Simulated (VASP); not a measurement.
Input:

```
CELL_PARAMETERS angstrom
      0.00000     2.76736     2.76736
      2.76736     0.00000     2.76736
      2.76736     2.76736     0.00000
ATOMIC_POSITIONS crystal
  Ag 0.00000 0.00000 0.00000
  Cl 0.50000 0.50000 0.50000
```

Method: MS2 meta-GGA, VASP's PBE PAW potentials (set 64) (plane waves; VASP 6.6.1). Numerical set-up: 520 eV cut-off, 9×9×9 Γ-centred mesh, tetrahedra with Blöchl corrections, potentials Ag Cl.

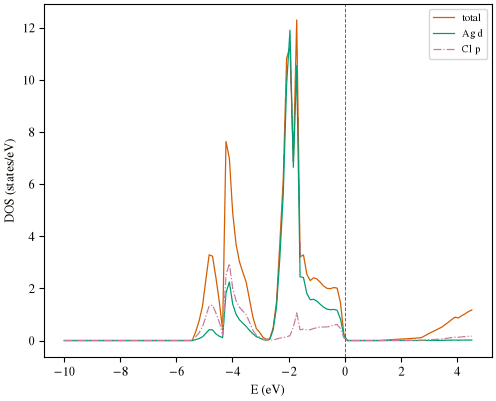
Figure. Total and projected density of states, zero at the valence-band maximum

Within 2 eV below the valence-band maximum the largest weight inside VASP's projection spheres is Ag d.

The gap is indirect, 1.14 eV, from the valence maximum at L to the conduction minimum at Γ.

The compound is AgCl in the rock salt structure. It was relaxed first.
